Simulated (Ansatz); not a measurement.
# InH₃+ (doublet): inputs that go wrong at distance In1–H3 = 3.016 Å

3 inputs are run for InH₃+ (doublet) as typed; the log has to tell whether the result can be used and what must change.

The runs use Ansatz 0.2.0, Gaussian basis; the settings change from run to run.

39 further runs of the same task are left out: 21 for a known fault of the program, 15 that didn't finish, 3 set aside as unsound or not needed.

## 1. The system

The geometry derives from a PBE0/def2-TZVP stationary point (not a proven minimum). One bond is set to the value named and the two fragments are kept rigid. No spin-orbit coupling is included. Elements past krypton take def2 core potentials.

4 atoms, charge 1, spin multiplicity 2.

Atoms are counted from 1 here; the program's logs count them from 0.

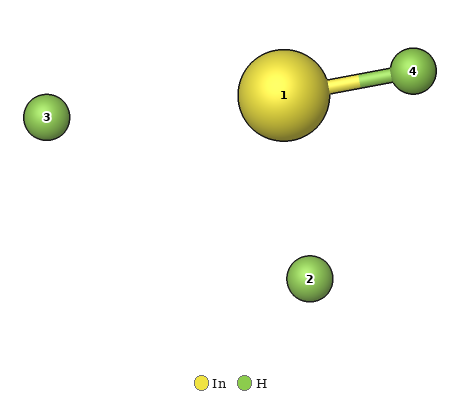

The geometry (indium yellow, hydrogen green); atoms are numbered from 1 in the order of the file.

As a file:

```xyz
4

In    0.0000   -0.0179    0.0120
H     0.0000    2.3339   -0.0569
H     0.0000   -0.2448   -2.9954
H     0.0000   -0.0475    1.6802
```

## 2. Input 1

File in.yaml:

```yaml
crystal:
  periodic: [false, false, false]
  atoms:
    - {symbol: In, position_ang: [0.000000, -0.017923, 0.012046]}
    - {symbol: H, position_ang: [0.000000, 2.333916, -0.056942]}
    - {symbol: H, position_ang: [0.000000, -0.244777, -2.995410]}
    - {symbol: H, position_ang: [0.000000, -0.047469, 1.680168]}
basis:
  gaussian: {orbitals: def2-SVP}
total_charge: 1
magnetization: {spin_polarized: false, initial_magnetization: 1}
correlation: {method: fic_mrcisd_q, electrons: all, active_space: {window: {electrons: 3, orbitals: 3}, places: [1, 2]}}
accuracy: high
```

The run is started by

```sh
> ansatz run in.yaml --threads 1 --pin off --events-out ev --progress --plain --max-ram 2393MiB
```

Standard output:

```text
Error: invalid value for `correlation.active_space`: name one of window, places and ras
```

Run time: 0.03 s. Hardware: 1 thread of Intel Xeon 6975P-C, shared host.

Diagnosis: The run was refused. The active space is defined twice. Cure: keep one definition.

## 3. Input 2

File in.yaml:

```yaml
crystal:
  periodic: [false, false, false]
  atoms:
    - {symbol: In, position_ang: [0.000000, -0.017923, 0.012046]}
    - {symbol: H, position_ang: [0.000000, 2.333916, -0.056942]}
    - {symbol: H, position_ang: [0.000000, -0.244777, -2.995410]}
    - {symbol: H, position_ang: [0.000000, -0.047469, 1.680168]}
basis:
  gaussian: {orbitals: def2-SVP}
total_charge: 1
magnetization: {spin_polarized: false, initial_magnetization: 1}
correlation: {method: ccsd_t, frozen_orbitals: {In: 20}}
```

Same command.

Standard output:

```text
Functional definition: HF
  name "HF"
  cite "Fock, Z. Phys. 61, 126 (1930) doi:10.1007/BF01340294"
  parent pbe
  exchange = exact_x
  correlation = 0
Error: "frozen_orbitals" has no count for H
```

Run time: 0.06 s. Hardware: 1 thread of Intel Xeon 6975P-C, shared host.

Diagnosis: The run was refused. The frozen-orbital counts are incomplete or too large. Fix: leave frozen_orbitals out, or give each element a count that its core has.

## 4. Input 3

File in.yaml:

```yaml
crystal:
  periodic: [false, false, false]
  atoms:
    - {symbol: In, position_ang: [0.000000, -0.017923, 0.012046]}
    - {symbol: H, position_ang: [0.000000, 2.333916, -0.056942]}
    - {symbol: H, position_ang: [0.000000, -0.244777, -2.995410]}
    - {symbol: H, position_ang: [0.000000, -0.047469, 1.680168]}
basis:
  gaussian: {orbitals: def2-SVP}
total_charge: 1
magnetization: {spin_polarized: false, initial_magnetization: 1}
correlation: {active_space: {ras: {orbitals: [2, 1, 29], electrons: 25, max_holes: 2, max_particles: 2}, fixed_orbitals: true}}
```

Same command.

Standard output:

```text
Functional definition: HF
  name "HF"
  cite "Fock, Z. Phys. 61, 126 (1930) doi:10.1007/BF01340294"
  parent pbe
  exchange = exact_x
  correlation = 0
492 factors; integrals over basis functions are off by at most 6.8e-4 eV
mean field evaluation 1: about -5180.8885 eV, gradient 9.6e0 eV
mean field evaluation 2: about -5180.9052 eV, gradient 9.6e0 eV
mean field evaluation 4: about -5181.9683 eV, gradient 2.9e0 eV
mean field evaluation 8: about -5181.8976 eV, gradient 2.6e0 eV
mean field evaluation 16: about -5182.8270 eV, gradient 1.0e-2 eV
mean field evaluation 32: about -5182.4587 eV, gradient 2.0e-1 eV
mean field -5182.82697960 eV, -190.4653784541 hartree, gradient 2.6e-6 eV, S^2 0.750000; 2 other end points of the search recorded, 0 dependent functions left out
reference -5182.82697960 eV, -190.4653784541 hartree; 12, 11 occupied and 29, 30 virtual orbitals, 492 factors
Error: 25 electrons in 32 orbitals form no window around the highest filled level of the reference
```

Wall time 0.36 s (1 thread of Intel Xeon 6975P-C, shared host).

**Diagnosis.** The run stopped with an error. The electron count of the restricted space is wrong. To mend it, count the correlated electrons again.

## 5. Summary

```csv
input,level,ended,cause,time
1,"MRCISD+Q(3,3)/def2-SVP",refused,the active space is defined twice,0.03 s
2,CCSD(T) on ROHF/def2-SVP,refused,the frozen-orbital counts are incomplete or too large,0.06 s
3,CISD/def2-SVP,stopped by an error,the electron count of the restricted space is wrong,0.36 s
```

2 refused, 1 stopped by an error.
